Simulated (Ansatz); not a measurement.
## CsSnI3 (Pm-3m): a soft mode frozen in

Aim: this structure of CsSnI3 (Pm-3m) is to be tested for unstable modes, and one is followed downhill.

Calculated with Ansatz 0.2.0; DFT PBEsol, scalar-relativistic, plane waves, PAW; PAW set soft_1.

The database entry behind the starting cell lists a temperature of 500 K, so it need not match the best structure at ambient conditions.

In doubt: the program warns that the response may not be converged on this k-mesh (step 2), which bears on dielectric and field responses.

## 1. The structure

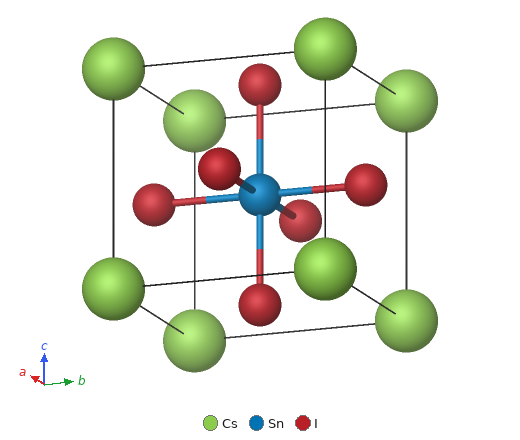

Start, viewed from a free direction; caesium green, tin blue, iodine red. Some periodic images of atoms are drawn too.

## 2. Phonons on a q mesh

The cell comes from relaxations at this level that are not shown. Stability and thermal properties need the whole zone. Linear response on a 2×2×2 q mesh gives force constants as far as a supercell of that size would.

Input file input.yaml:

```yaml
crystal:
  lattice:
    - [6.136567928, 0.0, 0.0]
    - [0.0, 6.136567928, 0.0]
    - [0.0, 0.0, 6.136567928]
  atoms:
    - { symbol: Cs, position: [0.0, 0.0, 0.0] }
    - { symbol: Sn, position: [0.5, 0.5, 0.5] }
    - { symbol: I, position: [0.0, 0.5, 0.5] }
    - { symbol: I, position: [0.5, 0.0, 0.5] }
    - { symbol: I, position: [0.5, 0.5, 0.0] }
kpoints:
  mp_grid: { grid: [6, 6, 6] }
hamiltonian:
  xc: pbesol
  pseudopotentials: { kind: paw, azcp: { folder: soft_1 }, xc_functional: pbe }
scf:
  occupations: { method: gaussian, width: 0.01 }
output:
  eigenvalues: true
phonons:
  method: dfpt
  qmesh: [2, 2, 2]
  temperatures: { t_max: 1000, t_step: 50 }
  qpath:
    path:
      - [[0.0, 0.0, 0.0], [0.0, 0.5, 0.0], [0.5, 0.5, 0.0], [0.0, 0.0, 0.0], [0.5, 0.5, 0.5], [0.0, 0.5, 0.0]]
      - [[0.5, 0.5, 0.5], [0.5, 0.5, 0.0]]
    npoints: 10
```

Launch:

```sh
$ ansatz run input.yaml --threads 4 --pin off --max-ram 10240MiB --backend cpu --events-out ev --progress --plain --runs-dir out
```

Numbers of over 12 decimals in the logs are rounded to 6 here.

The program printed:

```text
Engine: ansatz 0.2.0, aarch64-unknown-linux-gnu
Pseudopotentials: kind: paw
Pseudopotential: Cs, paw, valence charge 9, recommended cutoff 420 eV (normal), soft_1/Cs.paw.azcp
Pseudopotential: Sn, paw, valence charge 14, recommended cutoff 420 eV (normal), soft_1/Sn.paw.azcp
Pseudopotential: I, paw, valence charge 17, recommended cutoff 420 eV (normal), soft_1/I.paw.azcp
Functional definition: PBEsol
  exchange = pbesol_x
  correlation = pbesol_c
Crystal: 5 atoms, lattice volume = 231.088 Å³
Basis set: ecut = 420 eV, 4553 PW (Γ), exchange–correlation on 90×90×90 points (8 copies of the dense FFT grid, shifted against one another)
Bands: 45, of which v1, the nominal top of the filled ones, is band 37 counted from 1 (36 counted from 0)
Symmetry: 48 space group operations
k-points: 20 of 216
Non-local potential: Cs, projectors of the file, l = 0: 3, l = 1: 2, l = 2: 2, l = 3: 2
Non-local potential: Sn, projectors of the file, l = 0: 2, l = 1: 2, l = 2: 2, l = 3: 1
Non-local potential: I, projectors of the file, l = 0: 2, l = 1: 2, l = 2: 2, l = 3: 1
PAW form: soft (Blöchl's): semilocal exchange-correlation on the pseudo side does not see the compensation charge
PAW frozen core: Cs, regenerated for the run's functional, and the local potential with it (the file was generated under x = pbe(κ = 0.804, μ = 0.219515), c = pbe(β = 0.066725))
PAW frozen core: Sn, regenerated for the run's functional, and the local potential with it (the file was generated under x = pbe(κ = 0.804, μ = 0.219515), c = pbe(β = 0.066725))
PAW frozen core: I, regenerated for the run's functional, and the local potential with it (the file was generated under x = pbe(κ = 0.804, μ = 0.219515), c = pbe(β = 0.066725))
PAW one-centre angular grid: Cs, 194 points (default); XC on 64 Gauss nodes
PAW one-centre angular grid: Sn, 590 points (default); XC on 64 Gauss nodes
PAW one-centre angular grid: I, 590 points (default); XC on 64 Gauss nodes
Initial density: superposition of atomic densities (chi_scale 0.1, normalization cell, long waves kept (reshape's long-wave potential 0.00 eV rms))
Initial wavefunctions: pseudopotential atomic-orbital guess
Functional: x = pbesol(κ = 0.804, μ = 0.123457), c = pbesol(β = 0.046)
SCF iter   1: F=—  HF=-33839.050865 eV  |F-HF|=—  |Δ(HF+E_count)|=         —  Δρ=2.54e-2  dr2=3.37e0  ethr=3.10e-3  ⟨swp⟩=9.2  Hψ=4093  notcnv=0
preconditioner: auto → LDOS  [insulator: Δε(μ)=0.436 eV  Ē_g=9.290 eV  σ=0.010 eV  W_gap=0.66  n_scr=32 (ndim 8)  ℏωp=13.8 eV  f_vac=0.062  D(μ)=1.43/eV (n_scr^D=6)  ε∞_Penn≈3.2  β→1.0]
SCF iter   2: F=—  HF=-33838.604895 eV  |F-HF|=—  |Δ(HF+E_count)|=   4.46e-1  Δρ=2.18e-2  dr2=2.30e0  ethr=3.10e-3  ⟨swp⟩=5.3  Hψ=2219  notcnv=0  defer=44
preconditioner: auto → Resta (q_TF=auto, 2.257 Å⁻¹)  ε∞=2.9  [insulator: Δε(μ)=0.348 eV  Ē_g=9.984 eV  σ=0.010 eV  W_gap=1.00  n_scr=32 (ndim 8)  ℏωp=13.8 eV  f_vac=0.071  D(μ)=0.00/eV (n_scr^D=0)  ε∞_Penn≈2.9  β→0.5]
SCF iter   3: F=—  HF=-33837.566119 eV  |F-HF|=—  |Δ(HF+E_count)|=    1.04e0  Δρ=3.19e-3  dr2=3.11e-2  ethr=3.10e-3  ⟨swp⟩=4.2  Hψ=1814  notcnv=0  defer=41
SCF iter   4: F=—  HF=-33837.566282 eV  |F-HF|=—  |Δ(HF+E_count)|=   1.63e-4  Δρ=1.56e-3  dr2=3.66e-3  ethr=4.20e-5  ⟨swp⟩=3.2  Hψ=2010  notcnv=0  defer=41
SCF iter   5: F=—  HF=-33837.562859 eV  |F-HF|=—  |Δ(HF+E_count)|=   3.42e-3  Δρ=6.65e-4  dr2=1.01e-3  ethr=4.95e-6  ⟨swp⟩=2.4  Hψ=1927  notcnv=0  defer=41
SCF iter   6: F=—  HF=-33837.562848 eV  |F-HF|=—  |Δ(HF+E_count)|=   1.12e-5  Δρ=1.21e-4  dr2=5.00e-5  ethr=1.37e-6  ⟨swp⟩=3.1  Hψ=1790  notcnv=0  defer=41
SCF iter   7: F=—  HF=-33837.562945 eV  |F-HF|=—  |Δ(HF+E_count)|=   9.69e-5  Δρ=6.47e-5  dr2=1.36e-5  ethr=6.75e-8  ⟨swp⟩=2.0  Hψ=1696  notcnv=0  defer=41
SCF iter   8: F=—  HF=-33837.562943 eV  |F-HF|=—  |Δ(HF+E_count)|=   2.20e-6  Δρ=2.47e-5  dr2=1.85e-6  ethr=1.84e-8  ⟨swp⟩=2.0  Hψ=1279  notcnv=0  defer=41
SCF iter   9: F=—  HF=-33837.562913 eV  |F-HF|=—  |Δ(HF+E_count)|=   2.98e-5  Δρ=5.52e-6  dr2=9.19e-8  ethr=2.51e-9  ⟨swp⟩=2.4  Hψ=1561  notcnv=0  defer=41
SCF iter  10: F=—  HF=-33837.562913 eV  |F-HF|=—  |Δ(HF+E_count)|=   5.19e-9  Δρ=8.79e-7  dr2=2.55e-9  ethr=1.24e-10  ⟨swp⟩=2.0  Hψ=1599  notcnv=0  defer=41
[...]
SCF 1 converged in 12 iterations: F = -33837.562913 eV  dr2 = 1.43e-12
  greatest PAW one-centre occupation: 0.999 electrons in one spin orbital (limit 2), on the I atom at site 4 (counted from 0), in its partial waves of l = 2
Initial density: read from a saved state, or passed on in memory by an earlier SCF of this step, an earlier step, the calling program or the single point that the run made first
[...]
eigensolver tolerance schedule: the retry pair's looser diagonalisation over-reported the residual by 111927.75 of it (diagonalisation noise at an unbounded share of the residual, at the tolerance the schedule requests for it); recorded, not acted on — ethr = c·dr2/N_el stays at c = 1.0e-1
preconditioner: auto → Resta (q_TF=auto, 2.257 Å⁻¹)  ε∞=3.0  [insulator: Δε(μ)=0.112 eV  Ē_g=9.713 eV  σ=0.010 eV  W_gap=1.00  n_scr=32 (ndim 8)  ℏωp=13.8 eV  f_vac=0.117  D(μ)=0.00/eV (n_scr^D=0)  ε∞_Penn≈3.0]
[...]
SCF 2 converged in 8 iterations: F = -33837.562913 eV  dr2 = 2.36e-12
  greatest PAW one-centre occupation: 0.999 electrons in one spin orbital (limit 2), on the I atom at site 2 (counted from 0), in its partial waves of l = 2
k-points: 40 of 216 (irreducible under 8 space group operations, time reversal used)
[...]
SCF iter   1: F=—  HF=-33837.562946 eV  |F-HF|=—  |Δ(HF+E_count)|=         —  Δρ=1.27e-6  dr2=2.91e-9  ethr=5.32e-7  ⟨swp⟩=3.6  Hψ=10695  notcnv=0  defer=238
eigensolver tolerance schedule: the retry pair's looser diagonalisation over-reported the residual by 135433.34 of it (diagonalisation noise at an unbounded share of the residual, at the tolerance the schedule requests for it); recorded, not acted on — ethr = c·dr2/N_el stays at c = 1.0e-1
preconditioner: auto → Resta (q_TF=auto, 2.257 Å⁻¹)  ε∞=3.0  [insulator: Δε(μ)=0.112 eV  Ē_g=9.734 eV  n_scr=32 (ndim 8)  ℏωp=13.8 eV  f_vac=0.117  ε∞_Penn≈3.0]
SCF iter   2: F=—  HF=-33837.562913 eV  |F-HF|=—  |Δ(HF+E_count)|=   3.29e-5  Δρ=7.41e-7  dr2=9.62e-10  ethr=3.93e-12  ⟨swp⟩=4.5  Hψ=5583  notcnv=0  defer=237
SCF iter   3: F=—  HF=-33837.562913 eV  |F-HF|=—  |Δ(HF+E_count)|=  3.20e-10  Δρ=4.76e-7  dr2=4.03e-10  ethr=1.30e-12  ⟨swp⟩=2.0  Hψ=1903  notcnv=0  defer=237
SCF iter   4: F=—  HF=-33837.562913 eV  |F-HF|=—  |Δ(HF+E_count)|=  1.16e-10  Δρ=3.16e-7  dr2=1.80e-10  ethr=1.00e-12  ⟨swp⟩=1.0  Hψ=1703  notcnv=0  defer=237
[...]
NSCF: frozen V_eff on 20 k-points
NSCF: frozen V_eff on 64 k-points
DFPT response loops at q = (0, 0, 0) (fractional): preconditioner auto → Resta (q_TF=auto, 2.257 Å⁻¹)  ε∞=23.1 (no band partly filled); β = 1.00, the filter's whole step (`scf.mixing.beta` (0.50) is not read by the response loops at its default; to damp them type it under 1.00, their step now; it binds the ground state too); Broyden in place of MSR1
NSCF: frozen V_eff on 128 k-points
DFPT response loops at q = (0, 0, -0.5) (fractional): mixed as the last ones told, above
NSCF: frozen V_eff on 128 k-points
DFPT response loops at q = (0, -0.5, -0.5) (fractional): mixed as the last ones told, above
NSCF: frozen V_eff on 128 k-points
DFPT response loops at q = (-0.5, -0.5, -0.5) (fractional): mixed as the last ones told, above
SCF converged after 12 iterations
Free energy (F): -33837.562913 eV
Harris-Foulkes:  -33837.562913 eV  (|F-HF|=1.46e-11)
Internal energy: -33837.562913 eV  (E = F + TS)
E sigma→0 (E₀):  -33837.562913 eV
Fermi energy:    5.808185 eV
--- Per-component energies (eV) ---
  E_band       = -1403.899316
  E_kinetic    = 788.488234
  E_local      = -9402.078771  (includes V_loc(G=0)·N_el)
  E_nonlocal   = 524.434651
  E_hartree    = 4275.955644
  E_xc         = -624.291189
  E_vxc        = -550.183026  (∫ρ·V_xc dr)
  E_paw        = -23383.119284  (= ΣΔE_a)
  E_vpaw       = -1316.464526  (= ΣTr[D̂ρ^β])
  E_aug_tail   = -0.007151  (compensation charges beyond the density's cutoff)
  E_ewald      = -6018.610458
  E_core_change = 1.665411  (= ΣΔE_core)
  E_smearing   = -0.000000  (= −TS)
  E_closure    = 0.000000  (closes the sum)
  Σ components = -33837.562913   (vs F -33837.562913, Δ=0.00e0)
--- Band table (eV; the first three rows and the last of 20) ---
  k-point 0: bands = [... 33 lower, 3.1833, 3.3643, 3.3643, 3.3643, 7.6457, 8.5512, 8.5512, 8.8810, ... 4 higher]
  k-point 1: bands = [... 33 lower, 3.1347, 3.3162, 3.3162, 3.3360, 7.9446, 8.7152, 8.7993, 8.9764, ... 4 higher]
  k-point 2: bands = [... 33 lower, 3.0428, 3.2497, 3.2497, 3.5485, 7.6859, 8.6848, 9.1508, 9.2597, ... 4 higher]
  k-point 19: bands = [... 33 lower, 3.8319, 3.8319, 3.8319, 5.7525, 5.8649, 5.8649, 5.8649, 8.4590, ... 4 higher]
--- Phonons (Γ-DFPT): 4 representative perturbations + reference (Σ response iterations 13) ---
  ASR residual: 1.399e-4 → 0.000e0 eV/Å²; symmetrization residual: 3.066e-5 eV/Å²
  ASR residual per site (eV/Å²): 1.40e-4 4.57e-5 7.03e-5 7.03e-5 7.03e-5
  Γ frequencies (cm⁻¹): -8.35 -8.35 -8.35 0.00 0.00 0.00 19.00 19.00 19.00 23.50 23.50 23.50 66.08 66.08 66.08
  Unit cell's response to a homogeneous field: 3 representative field directions (Σ response iterations 21)
  ε∞ (high-frequency dielectric tensor):
       11.801115    -0.000000     0.000000
       -0.000000    11.801115     0.000000
        0.000000     0.000000    11.801115
  ε⁰ (static dielectric tensor): not given — the deck does not say what the cell's rigid motions are, and on a molecule in a box or a wire the rigid rotations would enter the sum over the modes at Γ. For a crystal or a slab, whose only rigid motions are the translations, set phonons.rigid_motions: translations.
  Born effective charges Z* (e; rows j = field, columns β = displacement):
    site 0:
         1.37462    0.00000    0.00000
        -0.00000    1.37462    0.00000
         0.00000    0.00000    1.37462
    site 1:
         5.95368    0.00000   -0.00000
         0.00000    5.95368    0.00000
         0.00000    0.00000    5.95368
    site 2:
        -6.01563   -0.00000    0.00000
        -0.00000   -0.65633    0.00000
        -0.00000    0.00000   -0.65633
    site 3:
        -0.65633   -0.00000    0.00000
         0.00000   -6.01563    0.00000
         0.00000    0.00000   -0.65633
    site 4:
        -0.65633   -0.00000    0.00000
         0.00000   -0.65633    0.00000
         0.00000    0.00000   -6.01563
  Z* charge neutrality: 5.007e-3 e pre-enforcement
  solved inside a basis spanned on the 6×6×6 k-mesh, on 10×10×10 k-points transformed towards the longest dipole, which do not settle them: ε∞ is read to err by 1.7e-1, Z* by 2.6e-1 e; Z* is corrected for what the basis lacks
  optical modes at Γ without the LO–TO term, one row a degenerate level:
      ω (cm⁻¹)  modes    IR ((D/Å)²/amu)
         -8.35      3             2.3157
         19.00      3             0.0000
         23.50      3             0.6587
         66.08      3            38.8824
  optical modes at Γ + LO–TO along q̂ = [1.0000, 0.0000, 0.0000]:
      ω (cm⁻¹)  modes    IR ((D/Å)²/amu)
         -8.35      2             1.5438
          9.57      1             0.0520
         19.00      3             0.0000
         23.50      2             0.4391
         24.76      1             0.0265
         66.08      2            25.9216
        122.70      1            13.8737
  optical modes at Γ + LO–TO along q̂ = [0.0000, 1.0000, 0.0000]:
      ω (cm⁻¹)  modes    IR ((D/Å)²/amu)
         -8.35      2             1.5438
          9.57      1             0.0520
         19.00      3             0.0000
         23.50      2             0.4391
         24.76      1             0.0265
         66.08      2            25.9216
        122.70      1            13.8737
  optical modes at Γ + LO–TO along q̂ = [0.0000, 0.0000, 1.0000]:
      ω (cm⁻¹)  modes    IR ((D/Å)²/amu)
         -8.35      2             1.5438
          9.57      1             0.0520
         19.00      3             0.0000
         23.50      2             0.4391
         24.76      1             0.0265
         66.08      2            25.9216
        122.70      1            13.8737
--- Phonons (arbitrary-q DFPT): 4 irreducible q on the 2×2×2 mesh ---
  q = [0.0000, 0.0000, 0.0000] (star 1, of the zone-centre solve; hermiticity 4.88e-5, symmetrization 1.12e-10): -8.35 -8.35 -8.35 -0.00 -0.00 0.00 19.00 19.00 19.00 23.50 23.50 23.50 66.08 66.08 66.08
  q = [0.0000, 0.0000, -0.5000] (star 3, 9 solved perturbations in 504 linear systems a pass and spin channel, the states on 64 of 216 k-point pairs; hermiticity 1.32e-5, symmetrization 1.22e-11): 7.95 7.95 14.17 14.17 27.01 27.07 27.07 31.94 33.35 34.43 34.43 70.50 70.50 110.06 115.87
  q = [0.0000, -0.5000, -0.5000] (star 3, 9 solved perturbations in 504 linear systems a pass and spin channel, the states on 64 of 216 k-point pairs; hermiticity 7.17e-6, symmetrization 2.57e-12): -20.41 10.75 11.59 11.59 26.99 26.99 30.81 30.81 34.94 44.96 72.37 108.45 112.33 112.33 118.42
  q = [-0.5000, -0.5000, -0.5000] (star 1, 4 solved perturbations in 184 linear systems a pass and spin channel, the states on 64 of 216 k-point pairs; hermiticity 1.85e-5, symmetrization 2.35e-11): -20.41 -20.41 -20.41 9.83 9.83 9.83 43.38 43.38 43.38 108.07 108.07 114.95 114.95 114.95 120.74
  sum rule: each row above includes the acoustic sum rule's correction from the zone centre's row sums; it moved no ω² by more than (0.53 cm⁻¹)²
  mesh force constants: q→R imaginary residual 4.89e-18; ASR residual 1.399e-4 → 0.000e0 eV/Å²; symmetrization residual 4.441e-15 eV/Å²
  interpolated dispersion: 63 rows × 15 modes
  density of states and harmonic sums: on the 10×10×10 q-mesh, interpolated from the force constants of a 2×2×2 supercell (with the dipole–dipole term)
  largest difference from the sums on the solved wave vectors: F 2.14e-1 eV, S 2.74e-4 and C_V 6.00e-5 eV/K
  zero-point energy: 0.042883 eV/cell   skipped modes (ω ≤ 0): 60, of them read as no rigid motion or as one in doubt: 57 (8.010e-1 modes/cell left out, lowest -20.41 cm⁻¹)   left out of the sums: 5.36e-2 of the cell's modes: C_V's classical limit lies that fraction below 3 k_B per atom; for a crystal, a wire or a layer, F and S can be off by more, and a phonons.interpolated_qmesh denser along its periods is the remedy for the sampling
```

Wall time 8.5 min (4 threads of Arm Neoverse V2, shared host); peak memory 2.2 GiB; 33 min of CPU time.

The column dr2 measures how far the density is from self-consistency, as an energy; F and HF (Harris–Foulkes) agree once it is small.

This step gave:

```yaml
gap_on_the_k_mesh: 0.1124 eV
volume_per_atom: 46.22 Å³
sum_rule_residual_before_enforcement: 1.40e-4 eV/Å²
lowest_frequency_on_the_path: -20.41 cm⁻¹
point_group: m-3m
highest_frequency_on_the_path_or_at_a_solved_wavevector: 124.3 cm⁻¹
highest_optical_mode_at_the_zone_centre_no_lo_to_term: 66.08 cm⁻¹
lowest_optical_zone_centre_mode: -8.35 cm⁻¹
lowest_mode_on_the_q_mesh_acoustic_modes_at_gamma_apart: -20.41 cm⁻¹
```

Frequencies (cm⁻¹) solved at each irreducible wavevector; negative means imaginary. Frequencies by wavevector, by row:

```tsv
q in reciprocal lattice units	star	mode 1	mode 2	mode 3	mode 4	mode 13	mode 14	mode 15
0 0 0	1	-8.3	-8.3	-8.3	0	66.1	66.1	66.1
0 0 -0.5	3	8	8	14.2	14.2	70.5	110.1	115.9
0 -0.5 -0.5	3	-20.4	10.8	11.6	11.6	112.3	112.3	118.4
-0.5 -0.5 -0.5	1	-20.4	-20.4	-20.4	9.8	115	115	120.7
```

Interpolated from a 2×2×2 q mesh, with the LO-TO term (at Γ the limit along the path; where Γ stands inside the path, tables give the limit on arrival). The phonon branches at the labelled points (cm⁻¹):

```tsv
point	branch 1	branch 2	branch 3	branch 4	branch 12	branch 13	branch 14	branch 15
Γ	-8	-8	0	0	25	66	66	123
X	8	8	14	14	70	70	110	116
M	-20	11	12	12	108	112	112	118
Γ	-8	-8	0	0	25	66	66	123
R	-20	-20	-20	10	115	115	115	121
X	8	8	14	14	70	70	110	116
jump to R	-20	-20	-20	10	115	115	115	121
M	-20	11	12	12	108	112	112	118
```

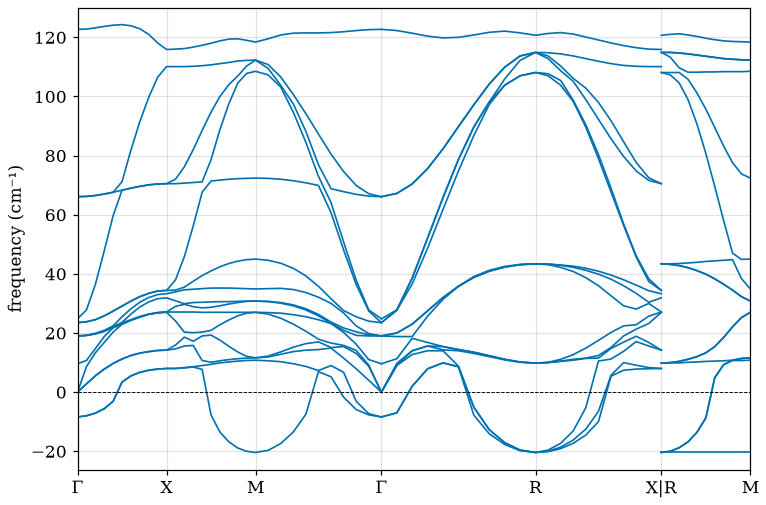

Phonon branches along the path.

Symmetry leaves 4 wavevectors to solve. The lowest mode among them, the acoustic zeros apart, lies at q = (0, -0.5, -0.5) and is imaginary, 20.4i cm⁻¹, so the energy falls along it.

## 3. The mode frozen in, largest atomic shift 0 Å

The mode followed lies at q = (-0.5, -0.5, -0.5) with frequency 20.4i cm⁻¹ and is 3-fold degenerate, the softest among the wavevectors solved. At small amplitude the distorted cell has space group no. 167 by a symmetry search on the positions. The undistorted cell that holds it gives the zero of energy on the same k mesh.

System of this step: CsSnI3. It takes space group Pm-3m (No. 221, cubic). Conventional cell: a = 6.137 Å, b = 6.137 Å, c = 6.137 Å, α = 90.00°, β = 90.00°, γ = 90.00°. Nearest to Cs lie 12 I at 4.34 Å. Sn has 6 I at 3.07 Å nearest. I has 2 Sn at 3.07 Å and 4 Cs at 4.34 Å nearest. Farther neighbours and most contacts between anions are not listed.

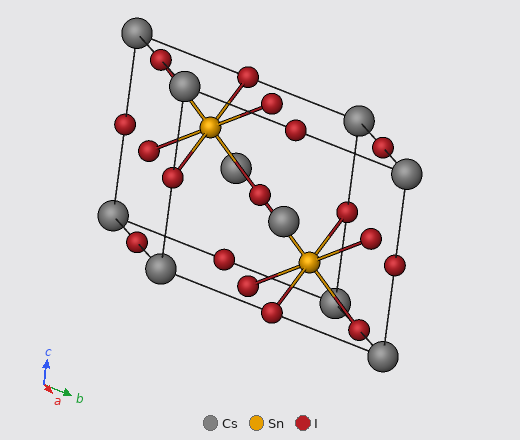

The cell of this step (caesium grey, tin orange, iodine red). Some periodic images of atoms are drawn too.

input.yaml, the sections that differ from step 2:

```yaml
crystal:
  lattice:
    - [6.136567928, 6.136567928, 0.0]
    - [6.136567928, 0.0, 6.136567928]
    - [6.136567928, 0.0, -6.136567928]
  atoms:
    - { symbol: Cs, position: [0.0, 0.5, 0.5] }
    - { symbol: Cs, position: [0.0, 0.0, 0.0] }
    - { symbol: Sn, position: [0.5, 0.25, 0.75] }
    - { symbol: Sn, position: [0.5, 0.75, 0.25] }
    - { symbol: I, position: [0.5, 0.5, 0.0] }
    - { symbol: I, position: [0.5, 0.0, 0.5] }
    - { symbol: I, position: [0.0, 0.5, 0.0] }
    - { symbol: I, position: [0.0, 0.0, 0.5] }
    - { symbol: I, position: [0.5, 0.5, 0.5] }
    - { symbol: I, position: [0.5, 0.0, 0.0] }
output:
  forces: true
  stress: true
  eigenvalues: true
# kpoints, hamiltonian, scf: as in step 2
# phonons: removed
```

The program printed:

```text
[...]
Crystal: 10 atoms, lattice volume = 462.175 Å³
Basis set: ecut = 420 eV, 9185 PW (Γ), exchange–correlation on 120×120×120 points (8 copies of the dense FFT grid, shifted against one another)
Bands: 89, of which v1, the nominal top of the filled ones, is band 74 counted from 1 (73 counted from 0)
Symmetry: 96 space group operations
[...]
k-points: 16 of 216
[...]
k-point 0: bands = [... 70 lower, 3.8293, 3.8293, 3.8293, 5.7538, 5.8690, 5.8690, 5.8690, 7.6444, ... 8 higher]
  k-point 1: bands = [... 70 lower, 3.7318, 3.7318, 3.7787, 4.8989, 6.2660, 6.2660, 6.7178, 7.8653, ... 8 higher]
  k-point 2: bands = [... 70 lower, 3.5919, 3.5919, 3.6469, 4.0415, 7.1306, 7.1306, 7.5858, 8.3539, ... 8 higher]
  k-point 15: bands = [... 70 lower, 3.3265, 3.6665, 4.1266, 4.4270, 6.4545, 6.6224, 7.4501, 9.1084, ... 8 higher]
[key lines of the parts left out:]
SCF converged after 9 iterations
Free energy (F): -67675.155758 eV
Fermi energy:    5.810949 eV
P = ⅓ Tr σ = -0.0564 GPa (-0.564 kbar)
```

Wall time 8.8 s (4 threads); peak memory 1.4 GiB.

Numbers from this step:

```yaml
pressure: -0.05644 GPa
gap_on_the_k_mesh: 0.1152 eV
energy_from_the_undistorted_cell: 0 meV/atom
```

The run ends at a pressure of -0.06 GPa.

(Continued in part 2 of 3.)

[Logs are printed without paths, hosts, clocks, repeated set-up lines and the standing remarks that a program may print on its own settings, such as how far it seeks lower states.]

[Hosts, paths, dates, database ids (printed as entryN), source tags and the programs' standing remarks are cut or masked in the printed files.]
